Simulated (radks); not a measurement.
# Nuclear size and the levels of Br³⁺

Aim: how the total energy, the levels and the density at the nucleus of Br³⁺ respond when the nuclear radius is scaled.

The numbers are computed with radks (a radial shooting solver on a logarithmic mesh, Libxc functionals) version 1 (Dirac Kohn-Sham, PBE, spin-unpolarised, spherical densities, finite nucleus; open shells fill j = l - 1/2 first), except any that are marked as measured or tabulated.

### 1 The system

| Quantity | Value |
| --- | --- |
| element | bromine (Z = 35) |
| charge | +3 |
| electrons | 32 |
| configuration | [Ar] 3d10 4s2 4p2 |
| nuclear rms radius | 4.1629 fm |

In the logs a row gives level, spin channel, occupation and eigenvalue; Etot, Ekin, Encl (electron-nucleus), Eh (Hartree) and Exc are energies, all in hartree; err is the last residual, it the number of iterations.

### 2 rms radius 4.1629 fm

The run's settings:

```text
Z 35
configuration [Ar] 3d10 4s2 4p2 5s0 4d0
relativity Dirac
functional pbe,pbe
spin unpolarised
j_filling energy
nucleus finite rms 4.1629 fm
c 137.035999084
```

The program printed:

```text
1s1/2   1   2.0000        -490.68917282
2s1/2   1   2.0000         -65.07690577
2p1/2   1   2.0000         -58.74565919
2p3/2   1   4.0000         -56.99958211
3s1/2   1   2.0000         -10.14955983
3p1/2   1   2.0000          -7.94712453
3p3/2   1   4.0000          -7.69556249
3d3/2   1   4.0000          -3.87529959
3d5/2   1   6.0000          -3.83519748
4s1/2   1   2.0000          -1.98675211
4p1/2   1   2.0000          -1.47956561
4p3/2   1   0.0000          -1.45275977
5s1/2   1   0.0000          -0.71054950
4d3/2   1   0.0000          -0.76765576
4d5/2   1   0.0000          -0.76514218
Etot -2604.0589748723633
Ekin 2670.438379716939
Encl -6245.4857026317495
Eh 1062.072045556974
Exc -91.0836975145268
err 1.403169836407352e-09
it 14
```

The top filled level is 4p1/2, -40.261 eV.

Radial moments (bohr):

| level | occupation | energy (eV) | <r> | outermost maximum (interpolated) | 90 % within | nodes |
| --- | --- | --- | --- | --- | --- | --- |
| 3d3/2 | 4 | -105.45 | 0.5851 | 0.429 | 0.963 | 0 |
| 3d5/2 | 6 | -104.36 | 0.5891 | 0.432 | 0.969 | 0 |
| 4s1/2 | 2 | -54.062 | 1.548 | 1.37 | 2.26 | 3 |
| 4p1/2 | 2 | -40.261 | 1.750 | 1.52 | 2.59 | 2 |
| 4p3/2 | 0 | -39.532 | 1.776 | 1.55 | 2.62 | 2 |
| 4d3/2 | 0 | -20.889 | 2.490 | 2.11 | 3.75 | 1 |
| 4d5/2 | 0 | -20.821 | 2.499 | 2.12 | 3.77 | 1 |
| 5s1/2 | 0 | -19.335 | 3.498 | 3.31 | 4.96 | 4 |

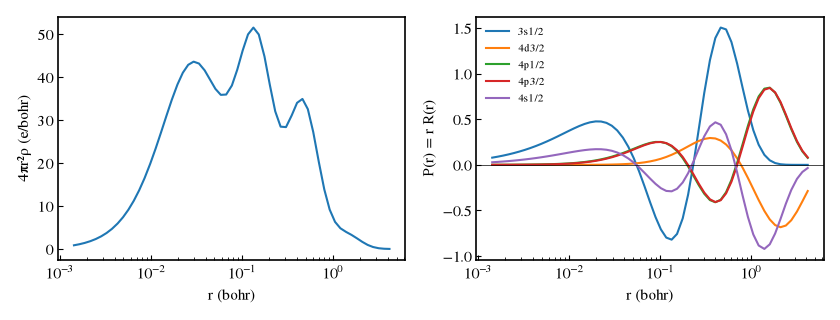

Radial density (left) and radial functions of outer levels (right).

### 3 rms radius 3.3844 fm

Settings, as their differences from step 2:

```diff
@@ -6,3 +6,3 @@
 j_filling energy
-nucleus finite rms 4.1629 fm
+nucleus finite rms 3.3844 fm
 c 137.035999084
```

The program printed:

```text
1s1/2   1   2.0000        -490.69204363
2s1/2   1   2.0000         -65.07719386
2p1/2   1   2.0000         -58.74563735
2p3/2   1   4.0000         -56.99955810
3s1/2   1   2.0000         -10.14960452
3p1/2   1   2.0000          -7.94711976
3p3/2   1   4.0000          -7.69555737
3d3/2   1   4.0000          -3.87529572
3d5/2   1   6.0000          -3.83519365
4s1/2   1   2.0000          -1.98675733
4p1/2   1   2.0000          -1.47956455
4p3/2   1   0.0000          -1.45275869
5s1/2   1   0.0000          -0.71055074
4d3/2   1   0.0000          -0.76765520
4d5/2   1   0.0000          -0.76514162
Etot -2604.065744377424
Ekin 2670.463717061519
Encl -6245.518250958103
Eh 1062.0726425545267
Exc -91.08385303536707
err 6.578646262940181e-09
it 15
```

E − E(step 2, rms radius 4.1629 fm) = -0.184 eV. 4p1/2 is the highest filled level (-40.261 eV).

### 4 rms radius 3.9964 fm

Settings, as their differences from step 3:

```diff
@@ -6,3 +6,3 @@
 j_filling energy
-nucleus finite rms 3.3844 fm
+nucleus finite rms 3.9964 fm
 c 137.035999084
```

The program printed:

```text
1s1/2   1   2.0000        -490.68983287
2s1/2   1   2.0000         -65.07697201
2p1/2   1   2.0000         -58.74565417
2p3/2   1   4.0000         -56.99957659
3s1/2   1   2.0000         -10.14957010
3p1/2   1   2.0000          -7.94712343
3p3/2   1   4.0000          -7.69556131
3d3/2   1   4.0000          -3.87529870
3d5/2   1   6.0000          -3.83519660
4s1/2   1   2.0000          -1.98675331
4p1/2   1   2.0000          -1.47956536
4p3/2   1   0.0000          -1.45275953
5s1/2   1   0.0000          -0.71054978
4d3/2   1   0.0000          -0.76765563
4d5/2   1   0.0000          -0.76514205
Etot -2604.0605313071474
Ekin 2670.4441881902226
Encl -6245.493169049599
Eh 1062.0721828182423
Exc -91.08373326601361
err 1.8017266956208967e-09
it 15
```

E − E(step 2, rms radius 4.1629 fm) = -0.042 eV. Highest occupied level: 4p1/2 at -40.261 eV.

### 5 rms radius 4.5292 fm

Settings, as their differences from step 4:

```diff
@@ -6,3 +6,3 @@
 j_filling energy
-nucleus finite rms 3.9964 fm
+nucleus finite rms 4.5292 fm
 c 137.035999084
```

The program printed:

```text
1s1/2   1   2.0000        -490.68763315
2s1/2   1   2.0000         -65.07675126
2p1/2   1   2.0000         -58.74567090
2p3/2   1   4.0000         -56.99959498
3s1/2   1   2.0000         -10.14953586
3p1/2   1   2.0000          -7.94712708
3p3/2   1   4.0000          -7.69556523
3d3/2   1   4.0000          -3.87530166
3d5/2   1   6.0000          -3.83519953
4s1/2   1   2.0000          -1.98674931
4p1/2   1   2.0000          -1.47956617
4p3/2   1   0.0000          -1.45276035
5s1/2   1   0.0000          -0.71054883
4d3/2   1   0.0000          -0.76765606
4d5/2   1   0.0000          -0.76514248
Etot -2604.0553442217
Ekin 2670.424863549534
Encl -6245.46831900655
Eh 1062.0717253703715
Exc -91.08361413505605
err 1.0317208587538736e-09
it 14
```

E − E(step 2, rms radius 4.1629 fm) = +0.099 eV. The top filled level is 4p1/2, -40.261 eV.

### 6 rms radius 5.1953 fm

Settings, as their differences from step 5:

```diff
@@ -6,3 +6,3 @@
 j_filling energy
-nucleus finite rms 4.5292 fm
+nucleus finite rms 5.1953 fm
 c 137.035999084
```

The program printed:

```text
1s1/2   1   2.0000        -490.68452707
2s1/2   1   2.0000         -65.07643957
2p1/2   1   2.0000         -58.74569452
2p3/2   1   4.0000         -56.99962095
3s1/2   1   2.0000         -10.14948751
3p1/2   1   2.0000          -7.94713224
3p3/2   1   4.0000          -7.69557076
3d3/2   1   4.0000          -3.87530585
3d5/2   1   6.0000          -3.83520367
4s1/2   1   2.0000          -1.98674366
4p1/2   1   2.0000          -1.47956731
4p3/2   1   0.0000          -1.45276153
5s1/2   1   0.0000          -0.71054748
4d3/2   1   0.0000          -0.76765667
4d5/2   1   0.0000          -0.76514308
Etot -2604.048019753308
Ekin 2670.3977151424933
Encl -6245.433368328449
Eh 1062.0710794438796
Exc -91.08344601123164
err 1.0286569807448832e-09
it 14
```

E − E(step 2, rms radius 4.1629 fm) = +0.298 eV. The top filled level is 4p1/2, -40.261 eV.

### 7 All runs together

| rms radius (fm) | total energy shift (eV) | density at nucleus (e/bohr³) | 1s1/2 shift (meV) | 2s1/2 shift (meV) | 3p1/2 shift (meV) | 4s1/2 shift (meV) | 5s1/2 shift (meV) |
| --- | --- | --- | --- | --- | --- | --- | --- |
| 3.3844 | -0.184 | 4.509e+04 | -78.1 | -7.84 | 0.130 | -0.142 | -0.0339 |
| 3.9964 | -0.0424 | 4.452e+04 | -18.0 | -1.80 | 0.0298 | -0.0327 | -0.00780 |
| 4.1629 | 0 | 4.439e+04 | 0 | 0 | 0 | 0 | 0 |
| 4.5292 | 0.0988 | 4.41e+04 | 41.9 | 4.20 | -0.0696 | 0.0762 | 0.0182 |
| 5.1953 | 0.298 | 4.365e+04 | 126 | 12.7 | -0.210 | 0.230 | 0.0549 |

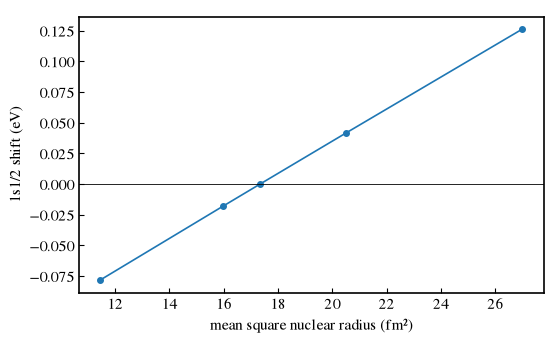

Shift of the 1s1/2 level against the mean square radius.

What this shows: Shifts are against the first run. Over the range the 1s1/2 level moves by 0.205 eV and the 5s1/2 level by 0.0888 meV. A larger nucleus binds the 1s electrons less and lowers the density at its centre. These are shifts of eigenvalues, not the field shifts of spectral lines.
